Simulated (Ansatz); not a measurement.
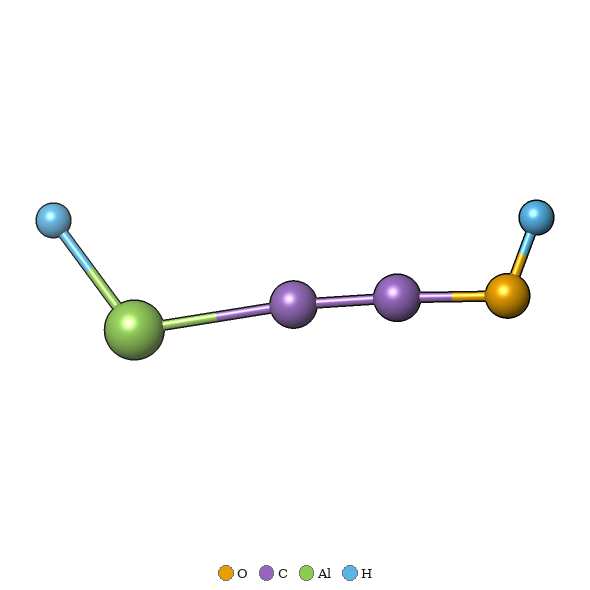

State: neutral, doublet. Computed geometry: PBE0-D4/def2-TZVP optimisation. No frequency run is at hand to confirm it as a minimum.

Give the structural formula.

SMILES: OC#[C][AlH]

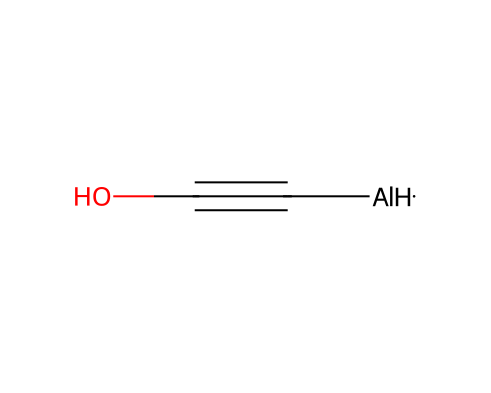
